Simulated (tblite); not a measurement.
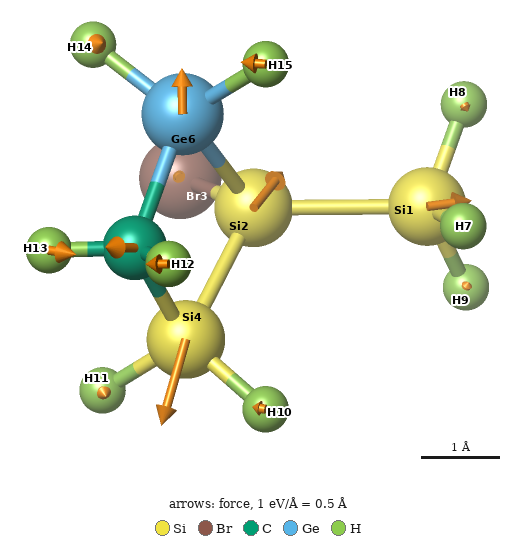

Starting geometry of CH9BrGeSi3 with the computed forces as orange arrows. Style: ball-and-stick. Shown at a tilt.

Method: GFN2-xTB geometry optimisation, gas phase (tblite 0.8.0). 

### What follows when this structure is relaxed?

It isn't relaxed: the largest force vector, on a Si atom, is 2.35 eV/Å. The final displacements have little in common with the starting forces (cosine between the two patterns 0.29). The largest move after the best rigid fit is that of an H atom, 0.49 Å. Largest moves by element: H 0.49 Å, Si 0.34 Å, Br 0.24 Å, C 0.12 Å, Ge 0.04 Å. Some distances before and after: Si–Si 2.207 → 2.375 Å, Ge–Si 2.285 → 2.409 Å, Si–Si 2.247 → 2.333 Å, Br–Si 2.242 → 2.298 Å. Bond angles that change, for instance: Si–Si–Si 113.6° → 130.0°, H–Ge–H 117.5° → 102.2°, Si–Ge–H 112.2° → 126.0°. After 67 geometry steps the energy has fallen by 0.651 eV. The run took 0.62 s on 1 thread of Arm Neoverse V2, with other jobs on the host.
